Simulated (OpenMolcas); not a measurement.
**doublet AlBNH4F− at 6 levels**

Wanted: a comparison of 6 runs (UHF/STO-3G, UHF/3-21G, UB3LYP/6-31G*, U-r2SCAN/def2-SVPD, UBHLYP/def2-SVPD, UM06-L/def2-SVPD) of doublet AlBNH4F−. 

The calculation is run with OpenMolcas 26.06.

**1. Starting point**

The species is AlBNH4F− (8 atoms), meant as a doublet with charge -1. SMILES of the parent species: `[NH2][AlH][BH]F`. The shape is that of a PBE0-D4/def2-TZVP optimisation. This is one conformer, not always the lowest. That shape belongs to the parent species and isn't relaxed for this state.

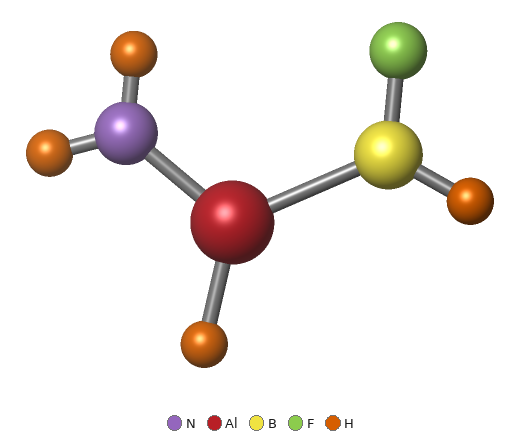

The structure, seen from a chosen angle (nitrogen purple, aluminium red, boron yellow, fluorine green, hydrogen orange).

**2. A single-point energy at UHF/STO-3G (run 1)**

Contents of test.input:

```
&GATEWAY
BasLib=$CurrDir
Coord
8
angstrom
N       -1.034900       1.238000       0.178100
Al       0.358400       0.247200       0.637000
B        0.824000      -1.438600      -0.645900
F        0.022100      -1.693000      -1.675500
H       -1.365500       2.050100       0.674400
H       -1.614500       1.063500      -0.627700
H        1.149400       0.679500       1.946200
H        1.753200      -2.203800      -0.542400
Basis=STO-3G
Group=NoSym
&SEWARD
&SCF
UHF
Charge=-1
Spin=2
Thresholds=1e-10 1e-07 1e-07 1e-05
PrOrbitals=1 1
```

The basis set STO-3G is read from a file made from the Basis Set Exchange's data (not shown).

Run with:

```
$ export MOLCAS_MEM=1860
$ pymolcas test.input > test.log
```

What it wrote:

```text
--- Start Module: gateway ---
[...]
--- Stop Module: gateway /rc=_RC_ALL_IS_WELL_ ---
--- Start Module: seward ---
[...]
      Basis functions           28
--- Stop Module: seward /rc=_RC_ALL_IS_WELL_ ---
[...]
--- Start Module: scf ---
[...]
       Convergence after  18 Iterations
[...]
::    Total SCF energy                               -417.3108137503
[...]
      Total spin, S                                     0.5077000933
[...]
      Total electronic charge=   39.000000
      Total            charge=   -1.000000
[...]
      Dipole Moment (debye):
      Origin of the operator (angstrom)=    0.0612   -0.2985   -0.2373
                   X= -2.6984E+00               Y=  3.3169E+00               Z=  6.9079E-01           Total=  4.3313E+00
      Center of Charge (angstrom)
[...]
--- Stop Module: scf /rc=_RC_ALL_IS_WELL_ ---
[...]
```

Run time: 2.8 s. Hardware: 1 thread of AMD EPYC 7R43 (Zen 3), shared host; peak memory 0.37 GiB.

**3. A single-point energy at UHF/3-21G (run 2)**

Contents of test.inp:

```
* AlBFH4N Hartree-Fock
&GATEWAY
BasLib = $CurrDir
BasisSet
N.3-21G....
N1 -1.034900 1.238000 0.178100 angstrom
End of Basis
BasisSet
Al.3-21G....
Al2 0.358400 0.247200 0.637000 angstrom
End of Basis
BasisSet
B.3-21G....
B3 0.824000 -1.438600 -0.645900 angstrom
End of Basis
BasisSet
F.3-21G....
F4 0.022100 -1.693000 -1.675500 angstrom
End of Basis
BasisSet
H.3-21G....
H5 -1.365500 2.050100 0.674400 angstrom
H6 -1.614500 1.063500 -0.627700 angstrom
H7 1.149400 0.679500 1.946200 angstrom
H8 1.753200 -2.203800 -0.542400 angstrom
End of Basis
&SEWARD
&SCF
UHF
Charge = -1
Spin = 2
Thresholds = 1e-10 1e-07 1e-07 1e-05
PrOrbitals = 1 1
```

The basis set 3-21G is read from a file made from the Basis Set Exchange's data (not shown).

Run with:

```
$ export MOLCAS_MEM=1860
$ pymolcas test.inp > test.log
```

What it wrote:

```text
--- Start Module: gateway ---
[...]
--- Stop Module: gateway /rc=_RC_ALL_IS_WELL_ ---
--- Start Module: seward ---
[...]
      Basis functions           48
--- Stop Module: seward /rc=_RC_ALL_IS_WELL_ ---
[...]
--- Start Module: scf ---
[...]
       Convergence after  22 Iterations
[...]
::    Total SCF energy                               -420.5355526851
[...]
      Total spin, S                                     0.5031011743
[...]
      Total electronic charge=   39.000000
      Total            charge=   -1.000000
[...]
      Dipole Moment (debye):
      Origin of the operator (angstrom)=    0.0612   -0.2985   -0.2373
                   X= -2.6498E+00               Y=  1.3020E+00               Z= -1.4273E+00           Total=  3.2793E+00
      Center of Charge (angstrom)
[...]
--- Stop Module: scf /rc=_RC_ALL_IS_WELL_ ---
[...]
```

Wall time 3.9 s (1 thread of AMD EPYC 7R43 (Zen 3), shared host); peak memory 0.38 GiB.

Runs 3 to 5 aren't shown in full; the table further down has their settings and results.

**4. The energy at UM06-L/def2-SVPD (run 6)**

Contents of struct.xyz:

```xyz
8

N     -1.034900     1.238000     0.178100
Al     0.358400     0.247200     0.637000
B      0.824000    -1.438600    -0.645900
F      0.022100    -1.693000    -1.675500
H     -1.365500     2.050100     0.674400
H     -1.614500     1.063500    -0.627700
H      1.149400     0.679500     1.946200
H      1.753200    -2.203800    -0.542400
```

Contents of job.inp:

```
&GATEWAY
 BasLib
 $CurrDir
 Coord
 struct.xyz
 Basis
 def2-SVPD
 Group
 NoSym

&SEWARD
 GridInput
 Grid=UltraFine
 End of Grid

&SCF
 UHF
 Charge
 -1
 Spin
 2
 KSDFT
 M06L
 Thresholds
 1e-10 1e-07 1e-07 1e-05
 PrOrbitals
 1 2
```

The basis set def2-SVPD is read from a file made from the Basis Set Exchange's data (not shown).

Run with:

```
$ export MOLCAS_MEM=1860
$ pymolcas job.inp > job.log
```

What it wrote:

```text
--- Start Module: gateway ---
[...]
--- Stop Module: gateway /rc=_RC_ALL_IS_WELL_ ---
--- Start Module: seward ---
[...]
      Basis functions          119
--- Stop Module: seward /rc=_RC_ALL_IS_WELL_ ---
[...]
--- Start Module: scf ---
[...]
       Convergence after  22 Iterations
[...]
::    Total KS-DFT energy                            -424.1084089345
[...]
      Total spin, S                                     0.5023498261
[...]
      Total electronic charge=   39.000000
      Total            charge=   -1.000000
[...]
      Dipole Moment (debye):
      Origin of the operator (angstrom)=    0.0612   -0.2985   -0.2373
                   X= -3.1838E+00               Y=  1.8099E+00               Z= -1.4301E+00           Total=  3.9316E+00
      Center of Charge (angstrom)
[...]
--- Stop Module: scf /rc=_RC_ALL_IS_WELL_ ---
[...]
```

Run time: 2.4 min. Hardware: 1 thread of AMD EPYC 7R43 (Zen 3), shared host; peak memory 0.75 GiB.

**5. All runs side by side**

```csv
run,level,Cartesian functions,integration grid,energy (Eh),HOMO energy (eV),LUMO energy (eV),⟨S²⟩,wall time
1,UHF/STO-3G,no,–,-417.310814,5.20,15.74,0.765,2.8 s
2,UHF/3-21G,no,–,-420.535553,0.55,7.46,0.756,3.9 s
3,UB3LYP/6-31G* (Cartesian functions),yes,UltraFine,-424.329040,2.22,4.11,0.752,40 s
4,U-r2SCAN/def2-SVPD,no,UltraFine,-424.024786,1.95,3.54,0.758,2.4 min
5,UBHLYP/def2-SVPD,no,UltraFine,-424.057049,0.93,4.10,0.754,1.7 min
6,UM06-L/def2-SVPD,no,UltraFine,-424.108409,2.22,3.18,0.755,2.4 min
```

**6. Summary of results**

| quantity | value |
| --- | --- |
| run 6: total energy | -424.10841 Eh |
| run 6: HOMO energy (highest over α and β) | 2.22 eV |
| run 6: LUMO energy (lowest over α and β) | 3.18 eV |
| run 6: ⟨S²⟩ | 0.755 |

**Reading.** Totals of different functionals can't be ranked against each other. In runs 1, 2, 3, 4, 5, 6 the HOMO lies above zero, so the outermost electron may be held by the basis alone. In run 1 the basis is minimal, so the values are rough. All runs together took 7.3 min, the longest 2.4 min.
